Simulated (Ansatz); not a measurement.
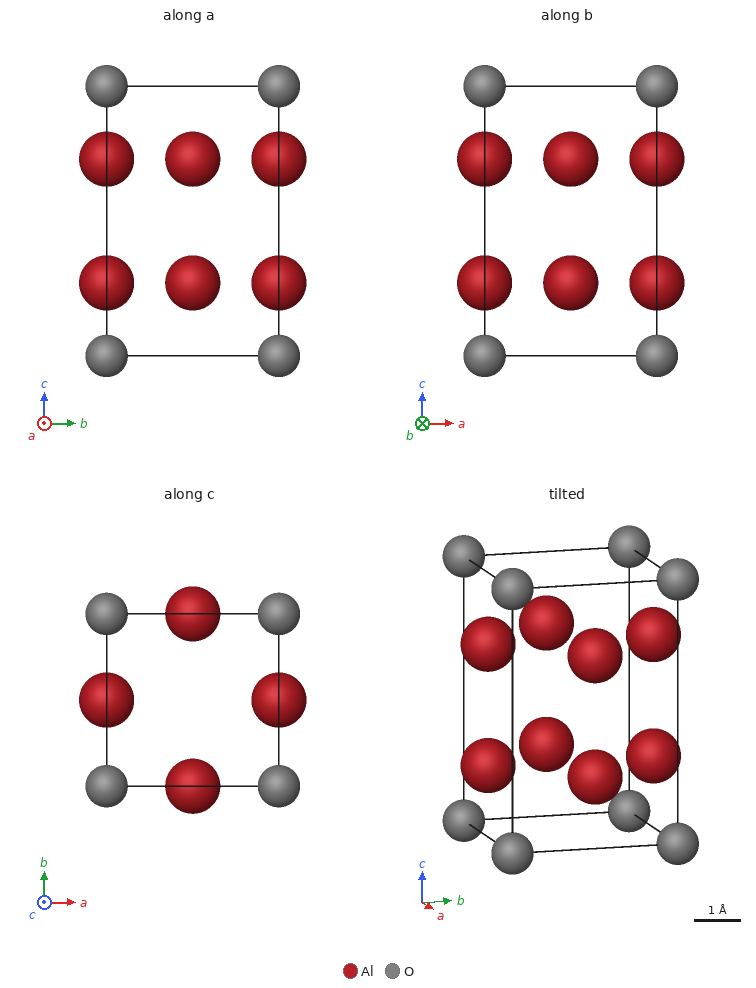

Spheres-only drawing of the structure, looking along the a axis, along the b axis, along the c axis and slightly off an axis. The box is the conventional unit cell; atoms on or close to its faces, edges and corners are drawn wherever they repeat.

Lattice parameters: a = 3.785 Å, b = 3.785 Å, c = 5.925 Å, α = 90.00°, β = 90.00°, γ = 90.00°.

Q: Set out the cell and atoms as a table of Wyckoff sites, with free fractional coordinates to two decimals.

A: Space group P4/mmm (No. 123).
```json
{"atom": "Al", "site": "4i", "x": "0.50", "y": "0.00", "z": "0.27"}
{"atom": "O", "site": "1a", "x": "0.00", "y": "0.00", "z": "0.00"}
```

Starting structure: a structure type filled with these elements by a generator (whether the compound takes this form wasn't checked). It was relaxed with DFT PBE, scalar-relativistic, plane waves, PAW in Ansatz.
